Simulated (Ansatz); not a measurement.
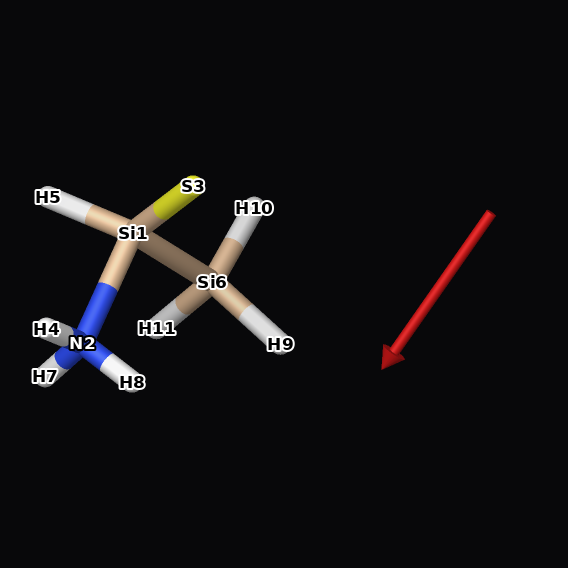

The arrow beside the molecule shows the direction of the dipole moment, from the negative to the positive end (its length means nothing). Computed geometry: PBE0-D4/def2-TZVP optimisation. Properties computed with RKS PBE0-D4/def2-TZVP (Ansatz 0.2.0).

**Estimate the dipole moment.**

7.16 D; it points from the side of S3 to the side of H7 (the outermost atoms at the two ends).
